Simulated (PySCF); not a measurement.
# H₆LaO₃ (charge +3): what the fields show

| atom | x (Å) | y (Å) | z (Å) |
| --- | --- | --- | --- |
| La | 0.0000 | 0.0000 | 0.0000 |
| O | 2.4013 | 0.0000 | 0.0000 |
| H | 3.0168 | 0.7621 | 0.1095 |
| H | 3.0169 | -0.7621 | -0.1095 |
| O | -1.2007 | 2.0796 | 0.0000 |
| H | -2.1684 | 2.2316 | 0.1095 |
| H | -0.8485 | 2.9937 | -0.1095 |
| O | -1.2006 | -2.0796 | 0.0000 |
| H | -0.8484 | -2.9937 | 0.1095 |
| H | -2.1684 | -2.2316 | -0.1095 |

Core potentials replace the inner electrons of La.

Theory: RKS PBE0, La lcecp-1-SVP with ECP46, O def2-SVP, H def2-SVP; non-relativistic Hamiltonian with scalar-relativistic core potentials where named; density fitting in PySCF 2.14.0.

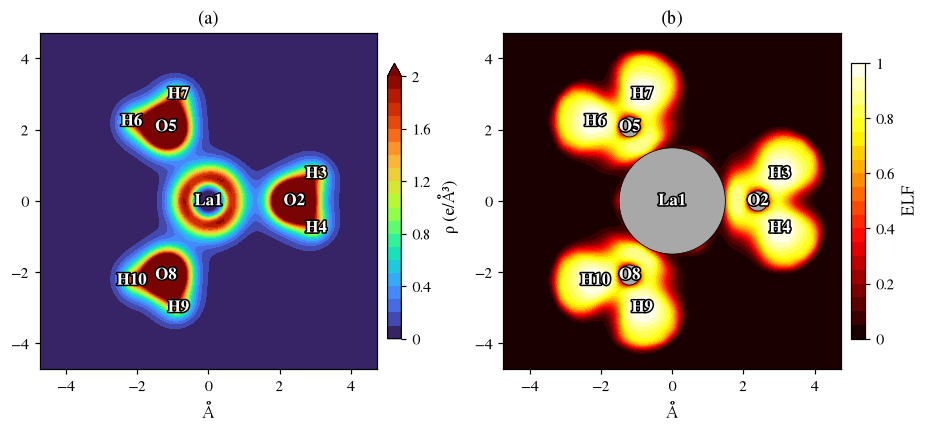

Figure 1. (a) electron density; (b) electron localisation function on the molecular plane. Grey discs cover the atomic cores in the ELF map.

Question: Describe what can be read from this map.

Answer: The plane passes through La, O and H nuclei. La–O (2.40 Å): ρ is about 0.43 e/Å³ halfway, with its minimum of 0.38 e/Å³ about 1.3 Å from La; the ELF peaks at about 0.90 in the valence shell of O, 0.7 Å from its nucleus, and drops to about 0.15 between the two atoms (an ionic contact with no shared pair). O–H (0.99 Å): the density is about 3.6 e/Å³ at the midpoint; the ELF climbs to about 1 towards the hydrogen, as it does in any bond to H; an ordinary covalent bond to hydrogen.

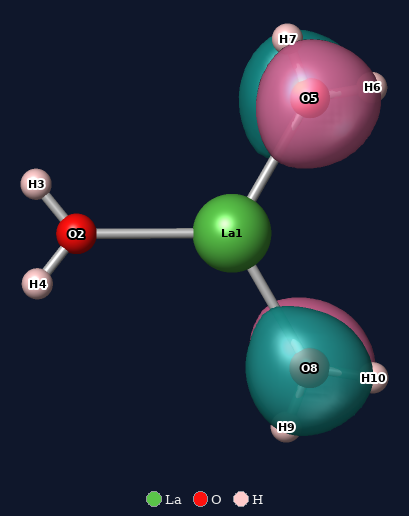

Figure 2. The HOMO−1 at ±0.1 Å⁻³ᐟ² (teal and pink are the two phases), seen across its widest extent.

Question: Where does this orbital lie, and at what energy?

Answer: By Hirshfeld shares it lies mainly on O8 (about 40 %) and O5 (about 40 %); largely a combination of lone pairs on O8 and O5. It is one of a degenerate set, so its orientation is arbitrary. Its energy is −24.76 eV.

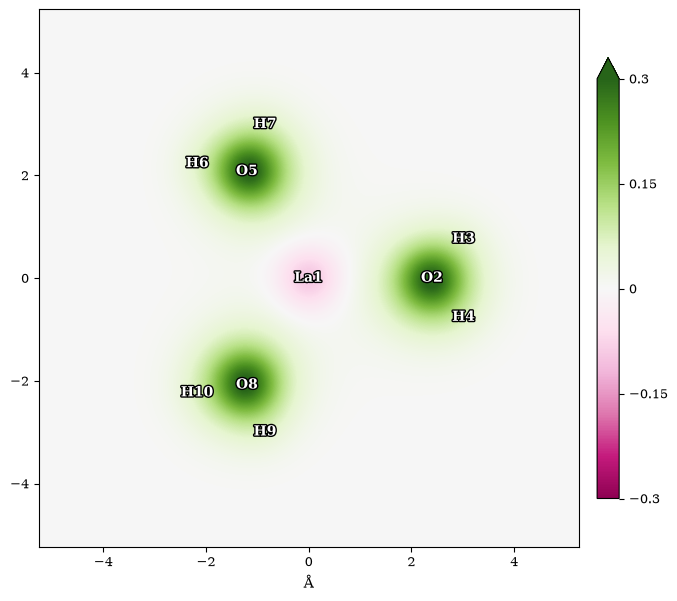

Figure 3. One frontier orbital on a plane 0.8 Å above the molecular plane (values in Å⁻³ᐟ²; the overall sign is arbitrary).

Question: Which orbital is it: HOMO or LUMO?

Answer: The HOMO, at −24.57 eV. Its weight (Hirshfeld) is mainly on O2 (about 30 %), O5 (about 30 %) and O8 (about 30 %); largely a combination of lone pairs on O2, O5 and O8.
